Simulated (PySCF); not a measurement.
**CCSD(T)/6-311+G(d,p) run of S2F2 (Difluorodisulfane)**

What is the energy change on altering one bond length of S2F2 (Difluorodisulfane) at CCSD(T)/6-311+G**? Input form: a Python script.

Program for the calculation: PySCF 2.14.0.

4 further runs of the same task are left out: 4 set aside as unsound or not needed.

## Step 1: The structure to begin with

S2F2: 4 atoms, total charge 0, spin state singlet. As SMILES, `FSSF`. Geometry: relaxed at GFN2-xTB.

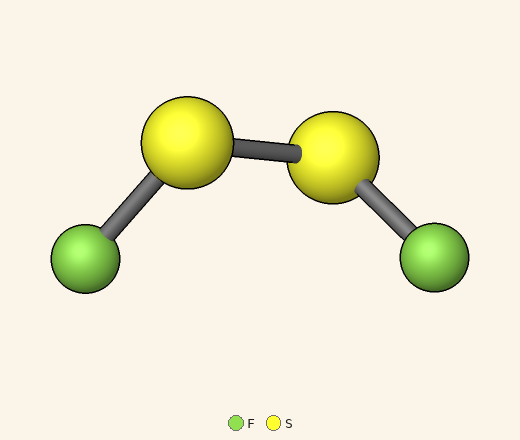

Viewed from a chosen angle; fluorine green, sulfur yellow.

## Step 2: A single-point energy at CCSD(T)/6-311+G(d,p)

Contents of input.py:

```python
from pyscf import gto, scf, cc

molecule = gto.M(
    atom=[
    ('F', (-1.807340, -0.221690, -0.627860)),
    ('S', (-0.459150, 0.805490, -0.623660)),
    ('S', (1.055580, -0.303530, -0.217800)),
    ('F', (1.210900, -0.280260, 1.469320)),
],
    basis='6-311+g**',
    max_memory=1860,
    spin=0,
    verbose=3,
    charge=0,
)

calc0 = scf.RHF(molecule)
calc0.conv_tol = 1e-10
calc0.kernel()
if not calc0.converged:
    calc0 = calc0.newton().run(calc0.mo_coeff, calc0.mo_occ)

mycc = cc.CCSD(calc0, frozen=12)
mycc.kernel()
e_t = mycc.ccsd_t()
energy = mycc.e_tot + e_t
print('Final energy', energy)
```

Run with:

```sh
OMP_NUM_THREADS=1 python input.py
```

Standard output:

```text
converged SCF energy = -993.922196629703
E(CCSD) = -994.6284672436009  E_corr = -0.7062706138977123
CCSD(T) correction = -0.0252944924790655
Final energy -994.6537617360799
```

It took 65 s on 1 thread of Arm Neoverse V2, shared host; peak memory 0.66 GiB.

## Step 3: The distorted shape

Contents of job.py:

```python
from pyscf import gto, scf, cc

mol = gto.Mole()
mol.atom = [
    ('F', (-1.931592, -0.240305, -1.977511)),
    ('S', (-0.583402, 0.786875, -1.973311)),
    ('S', (0.931328, -0.322145, -1.567451)),
    ('F', (1.210900, -0.280260, 1.469320)),
]
mol.verbose = 3
mol.basis = '6-311+g**'
mol.max_memory = 1860
mol.charge = 0
mol.spin = 0
mol.build()

calc0 = scf.RHF(mol)
calc0.conv_tol = 1e-10
calc0.kernel()
if not calc0.converged:
    calc0 = calc0.newton().run(calc0.mo_coeff, calc0.mo_occ)

mycc = cc.CCSD(calc0, frozen=12)
mycc.kernel()
e_t = mycc.ccsd_t()
etot = mycc.e_tot + e_t
print('E(%s) = %.9f' % ('CCSD(T)', etot))
```

Run with:

```sh
OMP_NUM_THREADS=1 python job.py
```

Standard output:

```text
converged SCF energy = -993.753861194433
E(CCSD) = -994.5094795795513  E_corr = -0.7556183851180523
CCSD(T) correction = -0.0758097452347608
E(CCSD(T)) = -994.585289325
```

Run time: 1.9 min. Hardware: 1 thread of Arm Neoverse V2, shared host; peak memory 0.66 GiB.

## Step 4: Results

At CCSD(T)/6-311+G**, 12 core orbitals frozen:

```
                                                         quantity          value
                                        first shape: total energy  -994.65376 Eh
                first shape: dipole moment (Hartree–Fock density)         2.51 D
                 first shape: HOMO energy (Hartree–Fock orbitals)      -12.15 eV
                 first shape: LUMO energy (Hartree–Fock orbitals)        1.22 eV
               first shape: HOMO–LUMO gap (Hartree–Fock orbitals)       13.36 eV
        first shape: correlation energy (12 core orbitals frozen)     -731.6 mEh
                                      first shape: (T) correction     -25.29 mEh
                                       first shape: T1 diagnostic          0.021
                                    distorted shape: total energy  -994.58529 Eh
            distorted shape: dipole moment (Hartree–Fock density)        10.47 D
             distorted shape: HOMO energy (Hartree–Fock orbitals)      -10.51 eV
             distorted shape: LUMO energy (Hartree–Fock orbitals)       -4.16 eV
           distorted shape: HOMO–LUMO gap (Hartree–Fock orbitals)        6.35 eV
    distorted shape: correlation energy (12 core orbitals frozen)     -831.4 mEh
                                  distorted shape: (T) correction     -75.81 mEh
                                   distorted shape: T1 diagnostic          0.076
energy change with the S3–F4 bond stretched from 1.694 to 3.050 Å       1.863 eV
```

What this shows: One bond (distorted shape) is far stretched, which a spin-restricted single reference describes badly; perturbation theory on it can break down and give far too much correlation. With the S3–F4 bond stretched from 1.694 to 3.050 Å the energy rises by 1.86 eV (43 kcal/mol). The first shape isn't relaxed at this level, so the change isn't measured from a minimum. A restricted reference can't describe the breaking bond well at this length. The T1 diagnostic (first shape) of 0.021 is above the customary mark for such species, so a single reference may not serve. Mulliken charges (first shape) of the mean-field density run from -0.24 on F1 to +0.24 on S3; in a basis this large or diffuse they mean little. The triples (first shape) make up 3.5 % of the correlation energy. The T1 diagnostic (distorted shape) of 0.076 is above the customary mark for such species, so a single reference may not serve.
